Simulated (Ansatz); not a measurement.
## Geometry relaxation of CH₇BrGe (part 2 of 2)

Continued. System: CH₇BrGe. Method: RKS LDA/def2-SVP (Ansatz 0.2.0). It belongs to a series of runs on one base structure; here: end point B relaxed.

Geometry of the input (Å):
```
Ge 0.3173  -0.3469  -0.7138
H  -0.4119  0.4491  1.8310
H  1.6342  0.0719  -1.4020
C  -0.6860  1.2322  -0.2362
H  -1.6644  0.9964  0.2270
H  -0.1141  1.9138  0.4229
H  -0.8661  1.7462  -1.2075
H  -0.5329  -1.2425  -1.6412
Br 1.0384  -1.8298  0.9938
H  -0.2621  0.1079  2.4560
```

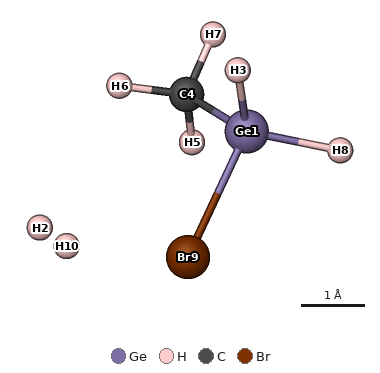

Figure 1. The geometry at step 10 of the log (ball-and-stick view, seen at a tilt; atoms are numbered from 1 in the order of the input).

### Trajectory as extended XYZ, continued
```
10
Properties=species:S:1:pos:R:3:forces:R:3 step=3 energy=-127504.66574
Ge    0.3516   -0.3791   -0.8265   -0.0190   0.0397  -0.0461
H    -0.5519    0.6195    2.1516    0.0071  -0.0459   0.2141
H     1.6570    0.0657   -1.5172    0.0136  -0.0037  -0.0609
C    -0.6515    1.1864   -0.2764    0.0269  -0.0451  -0.0441
H    -1.6170    0.9334    0.2063    0.0246  -0.0583  -0.0036
H    -0.0712    1.8573    0.3880    0.0452  -0.0409   0.0033
H    -0.8648    1.7317   -1.2236   -0.0107   0.0007   0.0445
H    -0.5197   -1.2523   -1.7527    0.0058  -0.0031  -0.0596
Br    1.0399   -1.8148    0.8426   -0.0495   0.0721   0.0438
H    -0.3199    0.1504    2.7380   -0.0440   0.0845  -0.0914
10
Properties=species:S:1:pos:R:3:forces:R:3 step=4 energy=-127504.70168
Ge    0.3665   -0.3888   -0.9019   -0.1053   0.1658   0.0353
H    -0.6073    0.6786    2.3284    0.1184  -0.2502   0.3669
H     1.6636    0.0626   -1.6068    0.0376  -0.0476  -0.0016
C    -0.6318    1.1601   -0.3043   -0.0009   0.0073  -0.1388
H    -1.5815    0.8798    0.1965    0.0493  -0.0465  -0.0149
H    -0.0355    1.8067    0.3714    0.0288  -0.0534  -0.0079
H    -0.8738    1.7390   -1.2262   -0.0074  -0.0135   0.1110
H    -0.5064   -1.2487   -1.8409    0.0241  -0.0524  -0.0037
Br    0.9944   -1.7437    0.8529    0.0076  -0.0049  -0.0402
H    -0.3357    0.1527    2.8608   -0.1522   0.2956  -0.3062
10
Properties=species:S:1:pos:R:3:forces:R:3 step=5 energy=-127504.72331
Ge    0.3733   -0.3899   -0.9601   -0.0362   0.0559   0.0185
H    -0.6658    0.7463    2.4961    0.0018  -0.0146   0.0756
H     1.6733    0.0515   -1.6687    0.0218  -0.0357   0.0196
C    -0.6191    1.1441   -0.3298   -0.0418   0.0571  -0.0891
H    -1.5514    0.8335    0.1879    0.0648  -0.0063  -0.0282
H    -0.0052    1.7611    0.3593   -0.0094  -0.0436  -0.0244
H    -0.8889    1.7593   -1.2221    0.0301  -0.0812   0.1582
H    -0.4923   -1.2552   -1.9030    0.0179  -0.0370   0.0195
Br    0.9998   -1.7448    0.8047   -0.0347   0.0714  -0.0801
H    -0.3712    0.1922    2.9658   -0.0143   0.0340  -0.0694
10
Properties=species:S:1:pos:R:3:forces:R:3 step=6 energy=-127504.73198
Ge    0.3781   -0.3900   -1.0026   -0.0269   0.0552  -0.0575
H    -0.7228    0.8250    2.5861    0.1138  -0.2151   0.1890
H     1.6855    0.0386   -1.7069   -0.0034  -0.0130   0.0161
C    -0.6072    1.1253   -0.3289   -0.1066   0.1599  -0.1221
H    -1.5222    0.7844    0.2041    0.0956   0.0291  -0.0575
H     0.0234    1.7130    0.3730   -0.0467  -0.0493  -0.0588
H    -0.9050    1.7771   -1.1893    0.0679  -0.1542   0.2303
H    -0.4811   -1.2671   -1.9413    0.0099  -0.0048   0.0173
Br    0.9899   -1.7238    0.7715    0.0144  -0.0308   0.0380
H    -0.3861    0.2158    2.9644   -0.1181   0.2230  -0.1948
10
Properties=species:S:1:pos:R:3:forces:R:3 step=7 energy=-127504.75040
Ge    0.3823   -0.3927   -1.0258   -0.0343   0.0509   0.0328
H    -0.7804    0.8912    2.7658    0.0129  -0.0285   0.0500
H     1.6902    0.0310   -1.7231    0.0429   0.0093  -0.0219
C    -0.6004    1.1156   -0.3360    0.0401  -0.0575   0.0405
H    -1.5061    0.7687    0.1980   -0.0243  -0.0296   0.0403
H     0.0319    1.6949    0.3649    0.0239  -0.0032   0.0374
H    -0.9061    1.7732   -1.1715   -0.0283   0.0700  -0.1210
H    -0.4746   -1.2727   -1.9574   -0.0237  -0.0299  -0.0279
Br    0.9985   -1.7342    0.7458   -0.0049   0.0002   0.0463
H    -0.3829    0.2233    2.8690   -0.0043   0.0183  -0.0765
10
Properties=species:S:1:pos:R:3:forces:R:3 step=8 energy=-127504.75404
Ge    0.3768   -0.3858   -1.0104    0.0577  -0.0852  -0.0692
H    -0.7780    0.9012    2.7063    0.0405  -0.0765   0.0659
H     1.6932    0.0321   -1.7118   -0.0617  -0.0108   0.0344
C    -0.6048    1.1175   -0.3145    0.0265  -0.0379   0.0328
H    -1.5016    0.7548    0.2272   -0.0203   0.0244  -0.0284
H     0.0339    1.6773    0.3984   -0.0106   0.0322  -0.0288
H    -0.9106    1.7818   -1.1502   -0.0060   0.0034   0.0278
H    -0.4786   -1.2752   -1.9465    0.0322   0.0424   0.0418
Br    0.9974   -1.7348    0.7627   -0.0279   0.0479  -0.0055
H    -0.3751    0.2293    2.7688   -0.0304   0.0599  -0.0707
10
Properties=species:S:1:pos:R:3:forces:R:3 step=9 energy=-127504.75434
Ge    0.3767   -0.3857   -1.0098    0.0559  -0.0825  -0.0673
H    -0.7772    0.8997    2.7062    0.0411  -0.0776   0.0660
H     1.6931    0.0321   -1.7110   -0.0600  -0.0108   0.0336
C    -0.6050    1.1179   -0.3146    0.0264  -0.0377   0.0320
H    -1.5021    0.7556    0.2270   -0.0202   0.0238  -0.0276
H     0.0335    1.6782    0.3981   -0.0102   0.0316  -0.0281
H    -0.9107    1.7818   -1.1505   -0.0063   0.0042   0.0262
H    -0.4786   -1.2752   -1.9457    0.0316   0.0411   0.0409
Br    0.9967   -1.7339    0.7641   -0.0272   0.0466  -0.0051
H    -0.3740    0.2277    2.7662   -0.0312   0.0612  -0.0706
10
Properties=species:S:1:pos:R:3:forces:R:3 step=10 energy=-127504.63081 accepted=F
Ge    0.3787   -0.3881   -1.0139   -0.0030  -0.0006   0.0247
H    -0.8027    0.9116    2.8946    1.2490  -1.9391  -0.7674
H     1.6951    0.0235   -1.7058    0.0154   0.0071  -0.0114
C    -0.6036    1.1180   -0.3240    0.1013  -0.1468   0.0801
H    -1.5025    0.7634    0.2132   -0.0769  -0.0262   0.0498
H     0.0303    1.6865    0.3822    0.0375   0.0379   0.0486
H    -0.9096    1.7777   -1.1525   -0.0646   0.1440  -0.2040
H    -0.4725   -1.2817   -1.9404   -0.0105  -0.0093  -0.0141
Br    0.9863   -1.7187    0.7760   -0.0264   0.0373   0.0395
H    -0.3469    0.2060    2.6006   -1.2219   1.8957   0.7543
10
Properties=species:S:1:pos:R:3:forces:R:3 step=11 energy=-127504.76257
Ge    0.3741   -0.3844   -0.9930   -0.0289   0.0443   0.0287
H    -0.7443    0.8432    2.7125   -0.0173   0.0178   0.0700
H     1.6891    0.0297   -1.6868    0.0204  -0.0054  -0.0028
C    -0.6107    1.1296   -0.3210   -0.0086   0.0171  -0.0310
H    -1.5186    0.7842    0.2136    0.0109   0.0002  -0.0027
H     0.0198    1.7103    0.3824   -0.0037  -0.0099  -0.0050
H    -0.9107    1.7824   -1.1678    0.0003  -0.0009  -0.0015
H    -0.4777   -1.2760   -1.9214   -0.0039  -0.0192  -0.0044
Br    0.9685   -1.6950    0.8117    0.0116  -0.0222   0.0163
H    -0.3371    0.1744    2.6997    0.0191  -0.0216  -0.0677
10
Properties=species:S:1:pos:R:3:forces:R:3 step=12 energy=-127504.77360
Ge    0.3715   -0.3810   -0.9869   -0.0262   0.0428   0.0102
H    -0.7329    0.8090    2.8058    0.0407  -0.0725   0.0348
H     1.6919    0.0228   -1.6746    0.0267   0.0040  -0.0143
C    -0.6154    1.1402   -0.3352   -0.0178   0.0252  -0.0109
H    -1.5262    0.8007    0.1988    0.0184   0.0033  -0.0029
H     0.0119    1.7274    0.3660   -0.0089  -0.0142  -0.0055
H    -0.9126    1.7874   -1.1881    0.0129  -0.0225   0.0049
H    -0.4743   -1.2830   -1.9093   -0.0132  -0.0186  -0.0171
Br    0.9617   -1.6855    0.8234    0.0040  -0.0135   0.0385
H    -0.3232    0.1601    2.6300   -0.0368   0.0661  -0.0376
10
Properties=species:S:1:pos:R:3:forces:R:3 step=13 energy=-127504.78108
Ge    0.3698   -0.3773   -0.9832    0.0005  -0.0213   0.0640
H    -0.7071    0.7510    2.9056    0.0074  -0.0154   0.0194
H     1.6943    0.0219   -1.6716   -0.0027  -0.0141   0.0174
C    -0.6199    1.1494   -0.3488    0.0100  -0.0072  -0.0111
H    -1.5338    0.8183    0.1842    0.0012  -0.0071  -0.0069
H     0.0028    1.7444    0.3491    0.0045  -0.0005  -0.0053
H    -0.9081    1.7816   -1.2149   -0.0082   0.0139   0.0012
H    -0.4744   -1.2839   -1.9067    0.0124  -0.0080   0.0174
Br    0.9471   -1.6673    0.8538   -0.0191   0.0469  -0.0791
H    -0.3182    0.1602    2.5626   -0.0062   0.0129  -0.0171
10
Properties=species:S:1:pos:R:3:forces:R:3 step=14 energy=-127504.78319
Ge    0.3682   -0.3742   -0.9889   -0.0034   0.0040   0.0040
H    -0.6926    0.7134    2.9840    0.0092  -0.0148  -0.0026
H     1.6974    0.0161   -1.6715   -0.0005  -0.0015   0.0022
C    -0.6220    1.1563   -0.3654    0.0060  -0.0089  -0.0077
H    -1.5365    0.8252    0.1666    0.0004   0.0006  -0.0029
H     0.0005    1.7523    0.3320   -0.0001   0.0002  -0.0027
H    -0.9093    1.7873   -1.2327   -0.0058   0.0089   0.0040
H    -0.4706   -1.2906   -1.9065    0.0013  -0.0003   0.0022
Br    0.9382   -1.6512    0.8504    0.0008  -0.0015   0.0029
H    -0.3207    0.1635    2.5621   -0.0080   0.0132   0.0007
10
Properties=species:S:1:pos:R:3:forces:R:3 step=15 energy=-127504.78311 accepted=F
Ge    0.3673   -0.3737   -0.9836   -0.0029   0.0071  -0.0156
H    -0.6810    0.6913    3.0021    0.0400  -0.0575  -0.0555
H     1.6973    0.0145   -1.6659    0.0030  -0.0025   0.0036
C    -0.6237    1.1597   -0.3692    0.0038  -0.0068   0.0070
H    -1.5392    0.8300    0.1621   -0.0014   0.0029   0.0005
H    -0.0022    1.7570    0.3279   -0.0021   0.0028   0.0006
H    -0.9103    1.7901   -1.2373    0.0010  -0.0015  -0.0006
H    -0.4700   -1.2916   -1.9008    0.0005  -0.0048   0.0033
Br    0.9346   -1.6464    0.8596   -0.0007   0.0017  -0.0047
H    -0.3202    0.1673    2.5352   -0.0413   0.0587   0.0614
10
Properties=species:S:1:pos:R:3:forces:R:3 step=16 energy=-127504.78335
Ge    0.3677   -0.3737   -0.9883   -0.0007   0.0017  -0.0011
H    -0.6879    0.7040    2.9946    0.0047  -0.0074  -0.0026
H     1.6983    0.0146   -1.6692   -0.0009   0.0001  -0.0009
C    -0.6227    1.1578   -0.3680    0.0022  -0.0034  -0.0026
H    -1.5373    0.8269    0.1639   -0.0003   0.0004  -0.0003
H    -0.0004    1.7539    0.3295   -0.0001   0.0004  -0.0002
H    -0.9105    1.7899   -1.2344   -0.0010   0.0015   0.0008
H    -0.4700   -1.2923   -1.9043    0.0004   0.0008  -0.0006
Br    0.9366   -1.6487    0.8525   -0.0001  -0.0008   0.0047
H    -0.3213    0.1659    2.5537   -0.0042   0.0065   0.0029
```

### Summary

- outcome: converged
- total energy: −127504.7834 eV
- mean-field energy: −127504.7834 eV
- largest force (length of the vector) at the end: 0.009 eV/Å
- hardware: 4 threads of Arm Neoverse V1, 24 GiB of memory available, shared host
- wall time: 14 s (CPU time 50 s)
- peak memory: 0.17 GiB
